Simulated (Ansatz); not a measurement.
Consider CdTe in the zinc blende structure (space group F-43m, No. 216; a = 6.618 Å).

Now apply this change: the cell is scaled by 1.0100 in all directions, atoms relaxed at fixed cell.

Calculations: Ansatz (an electronic-structure program) PBE, spin-orbit coupling left out.

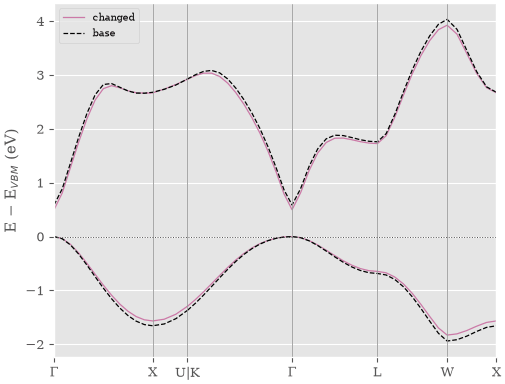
Fig. 1. Highest valence and lowest conduction band along the path, each from its own valence-band maximum

Problem. Read the changed gap and its character from the plot.

Solution. About 0.5 eV, direct at Γ.

Spin-orbit coupling, missing from the scalar runs, can matter with Te. The cells carry an imposed strain or load. Whether these cells are dynamically stable was not tested.
